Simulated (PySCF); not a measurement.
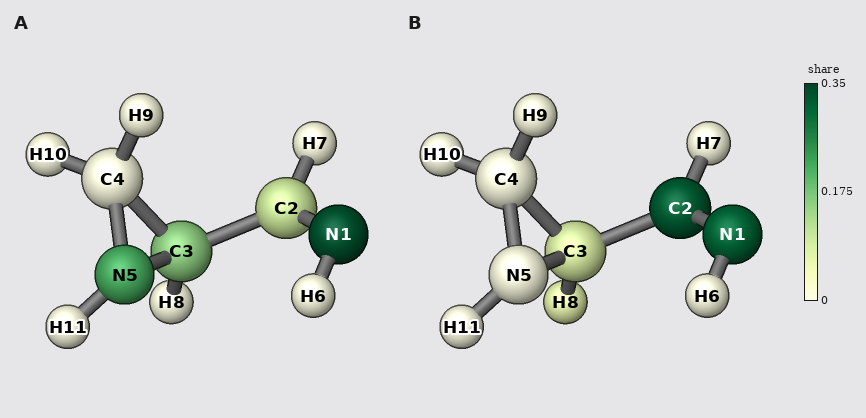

Each panel colours the atoms by their Löwdin share in one orbital (up to four of the largest shares; other atoms are shown as zero). Geometry: a frame of a GFN2-xTB molecular-dynamics simulation, not a minimum. Computed with PBE0/def2-SVPD (PySCF 2.14.0).

Question: The panels show the HOMO, LUMO, in some order. Which is which?

Answer: A: HOMO, −6.81 eV; N1 0.33, N5 0.21, C3 0.15, C2 0.10
B: LUMO, 0.11 eV; C2 0.32, N1 0.31, C3 0.08, H8 0.06
